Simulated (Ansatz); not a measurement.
## Fields on a plane of Al2Cu (Al2Cu type, space group I4/mcm)

```yaml
crystal:
  lattice:
    - [-3.02979, 3.02979, 2.43726]
    - [3.02979, -3.02979, 2.43726]
    - [3.02979, 3.02979, -2.43726]
  atoms:
    - { symbol: Al, position: [0.65828, 0.15828, 0.81655] }
    - { symbol: Al, position: [0.84172, 0.65828, 0.50000] }
    - { symbol: Al, position: [0.15828, 0.34172, 0.50000] }
    - { symbol: Al, position: [0.34172, 0.84172, 0.18345] }
    - { symbol: Cu, position: [0.25000, 0.25000, 0.00000] }
    - { symbol: Cu, position: [0.75000, 0.75000, 0.00000] }
```

The slice is a (-1 1 0) plane (indices of the conventional cell) through the point (0.658, 0.158, 0.817) (fractional), spanned by u = [110] and v = [112] in vectors of this cell: u (4.87 Å) and v (8.57 Å, at 90° to u). It covers one period; positions are fractions (u, v).

Atoms on it: Al at (0.00, 0.00); Al at (0.50, 0.50); Al at (0.50, 0.18); Al at (0.00, 0.68).

Level of theory: PBE (plane waves to 420 eV, PAW, scalar-relativistic; Ansatz, a program for electronic structure). k mesh 12×12×12. These are valence fields of a PAW run, semicore shells included where kept as valence: close to a nucleus they are smooth pseudo fields. Al2Cu is run without spin polarisation. Al2Cu was relaxed with its symmetry unable to fall.

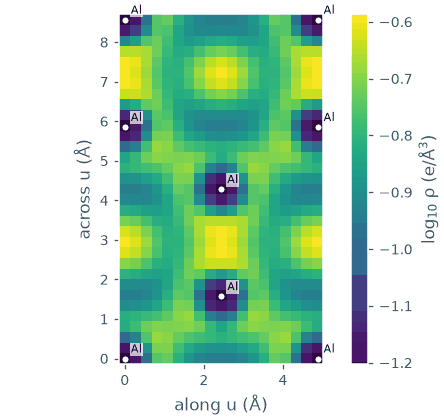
*Log₁₀ of the valence density in e/Å³, one period of the plane, atoms marked. The scale is logarithmic, as a density can span decades between atoms and voids.*

| v \ u | 0.00 | 0.11 | 0.22 | 0.33 | 0.44 | 0.56 | 0.67 | 0.78 | 0.89 |
|---|---|---|---|---|---|---|---|---|---|
| 0.88 | 0.86 | 0.75 | 0.50 | 0.57 | 0.79 | 0.79 | 0.57 | 0.50 | 0.75 |
| 0.75 | 0.17 | 0.44 | 0.48 | 0.38 | 0.47 | 0.47 | 0.38 | 0.48 | 0.44 |
| 0.62 | 0.03 | 0.32 | 0.62 | 0.50 | 0.36 | 0.36 | 0.50 | 0.62 | 0.32 |
| 0.50 | 0.22 | 0.26 | 0.42 | 0.37 | x | x | 0.37 | 0.42 | 0.26 |
| 0.38 | 0.82 | 0.70 | 0.48 | 0.61 | 0.83 | 0.83 | 0.61 | 0.48 | 0.70 |
| 0.25 | 0.49 | 0.41 | 0.40 | 0.54 | 0.24 | 0.24 | 0.54 | 0.40 | 0.41 |
| 0.12 | 0.33 | 0.44 | 0.56 | 0.59 | 0.06 | 0.07 | 0.59 | 0.56 | 0.44 |
| 0.00 | x | 0.06 | 0.51 | 0.32 | 0.23 | 0.23 | 0.32 | 0.51 | 0.06 |

Values: electron localisation function (ELF). Points within 0.5 Å of a nucleus are blanked (x), as the pseudised field means little there.
